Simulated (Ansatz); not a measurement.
# PH3 (phosphine) at RPA@PBE0/aug-cc-pVTZ

What is the vertical singlet–triplet gap of PH3 (phosphine) at RPA@PBE0/aug-cc-pVTZ? 

The results are computed with Ansatz 0.2.0.

34 further runs of the same task are left out: 34 set aside as unsound or not needed.

**1. The structure to begin with**

The species is PH3 (4 atoms), meant as a singlet with charge 0. SMILES: `P`. The coordinates come from a PBE0-D4/def2-TZVP relaxation.

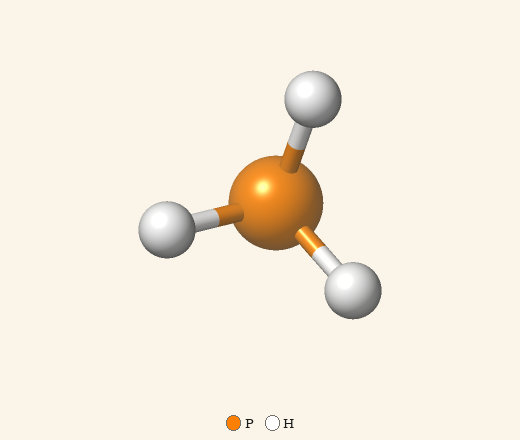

Viewed from a chosen angle; phosphorus orange, hydrogen white.

**2. The energy at RPA@PBE0/aug-cc-pVTZ**

Contents of in.yaml:

```yaml
crystal:
  periodic: [false, false, false]
  atoms:
    - {symbol: P, position_ang: [0.346000, -0.326500, -0.332800]}
    - {symbol: H, position_ang: [0.630900, -0.034000, 1.027000]}
    - {symbol: H, position_ang: [-1.005500, -0.663000, -0.057200]}
    - {symbol: H, position_ang: [0.028700, 1.023500, -0.636900]}
basis:
  gaussian: {orbitals: aug-cc-pVTZ}
hamiltonian: {xc: {name: PBE0}}
correlation: {method: rpa, frozen_orbitals: {H: 0, P: 5}}
accuracy: high
```

The run is started by

```bash
$ ansatz run in.yaml --threads 1 --pin off --max-ram 3480MiB --events-out events.jsonl --progress --plain --runs-dir runs
```

Standard output:

```text
Warning: RAYON_NUM_THREADS=1 ignored (pool sized by the plan → 1); use --threads N
Functional definition: PBE0
  name "PBE0"
  parameter a = 0.25
  parameter kappa = 0.804
  parameter beta = 0.06672455060314922
  exchange = (1 - a)*pbe_x(kappa = kappa, mu = beta*pi^2/3) + a*exact_x
  correlation = pbe_c(beta = beta)
1842 factors; integrals over basis functions are off by at most 3.1e-9 eV
mean field evaluation 1: about -9333.5628 eV, gradient 1.2e1 eV
mean field evaluation 2: about -9333.5624 eV, gradient 1.2e1 eV
mean field evaluation 4: about -9334.0545 eV, gradient 7.7e-1 eV
mean field evaluation 8: about -9334.0558 eV, gradient 3.9e-3 eV
mean field evaluation 16: about -9334.0558 eV, gradient 9.4e-8 eV
mean field -9334.05576846 eV, -343.0202226406 hartree, gradient 9.4e-8 eV, S^2 0.000000; 0 other end points of the search recorded, 0 dependent functions left out
5 core orbitals not correlated: weight in the atoms' cores, before any rotation towards them, 1.000 or more for the frozen orbitals, at most 0.000 for the correlated occupied ones
reference -9319.34777625 eV, -342.4797138964 hartree; 4, 4 occupied and 110, 110 virtual orbitals, 1842 factors
Total energy: -9327.72167124 eV, -342.7874488614 hartree
```

It took 6.3 s on 1 thread of Intel Xeon Platinum 8488C (Sapphire Rapids), shared host; peak memory 0.35 GiB.

**3. The triplet**

Contents of job.yaml:

```yaml
crystal:
  periodic: [false, false, false]
  atoms:
    - {symbol: P, position_ang: [0.346000, -0.326500, -0.332800]}
    - {symbol: H, position_ang: [0.630900, -0.034000, 1.027000]}
    - {symbol: H, position_ang: [-1.005500, -0.663000, -0.057200]}
    - {symbol: H, position_ang: [0.028700, 1.023500, -0.636900]}
basis:
  gaussian:
    orbitals: aug-cc-pVTZ
magnetization:
  spin_polarized: true
  initial_magnetization: 2
correlation:
  method: rpa
  frozen_orbitals: {H: 0, P: 5}
hamiltonian:
  xc: pbe0
accuracy: high
```

The run is started by

```bash
$ ansatz run job.yaml --threads 1 --pin off --max-ram 3480MiB --events-out events.jsonl --progress --plain --runs-dir runs
```

Standard output, cut to the lines that bear on the results:

```text
Warning: RAYON_NUM_THREADS=1 ignored (pool sized by the plan → 1); use --threads N
Functional definition: PBE0
  name "PBE0"
[...]
1842 factors; integrals over basis functions are off by at most 3.1e-9 eV
[...]
mean field -9328.26444751 eV, -342.8073955211 hartree, gradient 7.3e-8 eV, S^2 2.006778; 11 other end points of the search recorded, 0 dependent functions left out
5 core orbitals not correlated: weight in the atoms' cores, before any rotation towards them, 1.000 or more for the frozen orbitals, at most 0.000 for the correlated occupied ones
reference -9313.92229117 eV, -342.2803309971 hartree; 5, 3 occupied and 109, 111 virtual orbitals, 1842 factors
Total energy: -9321.80452445 eV, -342.5699977275 hartree
```

Run time: 36 s. Hardware: 1 thread of Intel Xeon Platinum 8488C (Sapphire Rapids), shared host; peak memory 0.41 GiB.

**4. Summary of results**

At RPA@PBE0/aug-cc-pVTZ, 5 core orbitals frozen:

| quantity | value |
| --- | --- |
| singlet: total energy | -342.78745 Eh |
| singlet: RPA correlation energy (valence) | -307.7 mEh |
| triplet: total energy | -342.57000 Eh |
| triplet: RPA correlation energy (valence) | -289.7 mEh |
| triplet: ⟨S²⟩ of the reference determinant | 2.007 |
| vertical energy of the triplet above the singlet | 5.917 eV |

At this shape the triplet lies 5.92 eV (571 kJ/mol) above the singlet.
